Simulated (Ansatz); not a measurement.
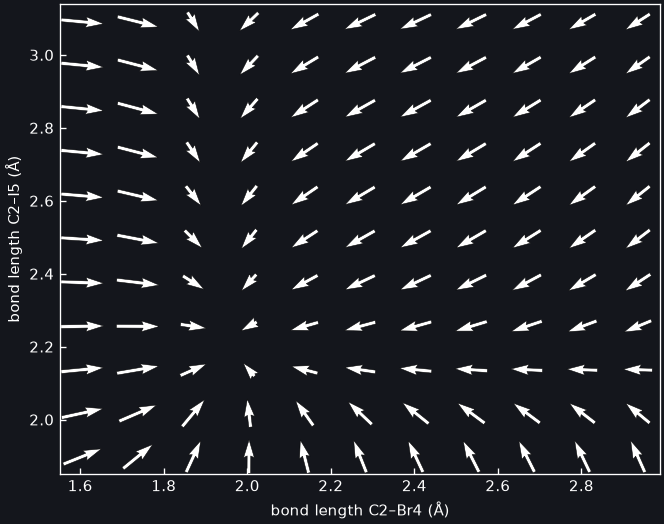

CBr₂FI, SMILES FC(Br)(Br)I. Coordinates scanned: (1) bond length C2–Br4; (2) bond length C2–I5. Nothing is relaxed (all other coordinates rigid). The grid has 11 × 11 points. Points are written as (first, second). The reference is spin-restricted, which grows unreliable where a bond is stretched far. Theory: RKS PBE-D4/def2-SVP (Ansatz 0.2.0).

Drawn: arrows along the force (downhill), their lengths compressed.

### The arrows alone are given. Where is the energy lowest?

The arrows converge at about (1.957 Å, 2.208 Å) (read from the interpolated surface).

The energy map of the same scan:

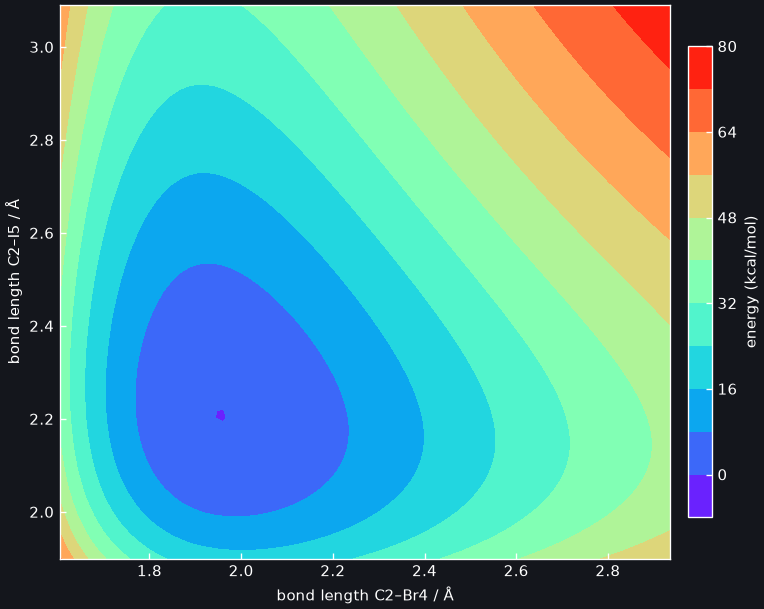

Energies are in kcal/mol, from the relaxed molecule at the same level; between grid points the surface is interpolated.
